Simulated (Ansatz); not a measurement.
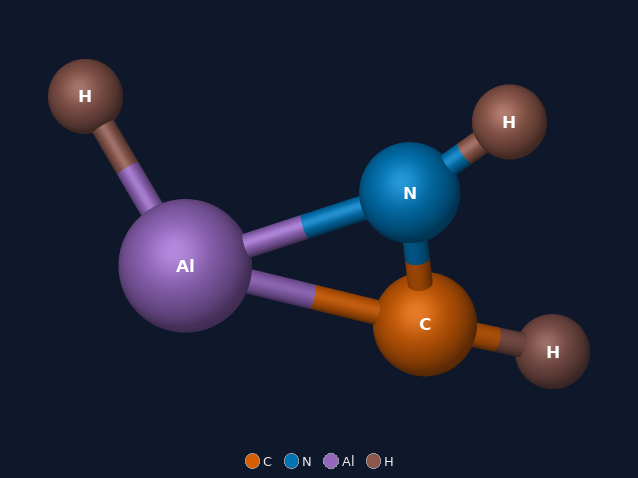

Charge 0, doublet. Geometry: atoms displaced at random (about 0.015 Å) from a stationary point of GFN2-xTB. Properties computed with UHF-CCSD(T), frozen core/def2-TZVPP (Ansatz 0.2.0).

What does the calculation give?

The species is CH3AlN (`[CH]1[NH][AlH]1`).
- dipole moment: 3.09 D
- ⟨S²⟩ of the determinant: 0.762
- T1 diagnostic: 0.019
